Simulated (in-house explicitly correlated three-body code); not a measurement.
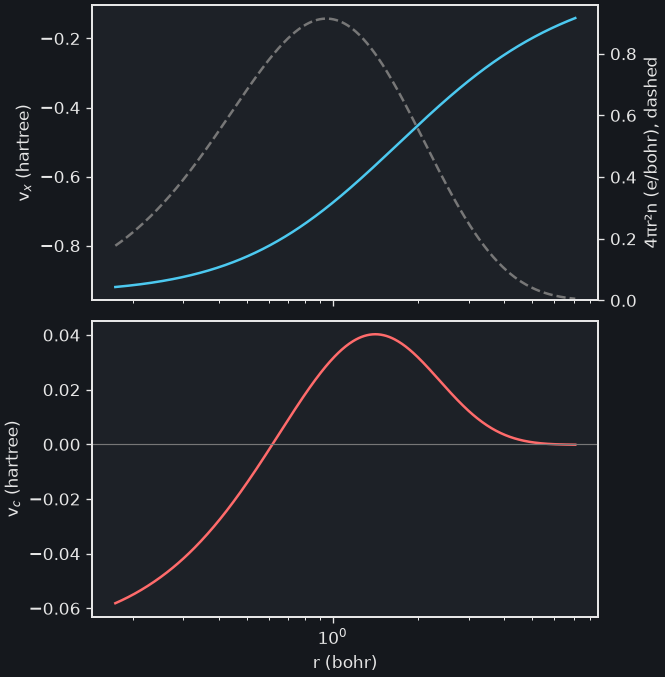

Two electrons around a point charge Z = 1.25. Computed variationally in 260 exponentially correlated functions with an in-house code, non-relativistic, converged to about 10⁻⁷ hartree. The plot shows the exact exchange and correlation potentials of the ground state, from inverting its density, with the radial density dashed.

What shape do the two potentials have?

Answer. The exchange potential, minus half the Hartree potential for two paired electrons, rises from −0.92 hartree at 0.17 bohr to −0.14 at 7.1 bohr, tending to −1/r far out. The correlation potential is −0.058 hartree at the inner end, crosses zero near 0.61 bohr and has a positive maximum of 0.040 hartree near 1.4 bohr; the density peaks at 0.95 bohr. The LDA correlation potential, by contrast, is negative everywhere. The Kohn-Sham level equals minus the binding of the second electron, −4.14 eV.
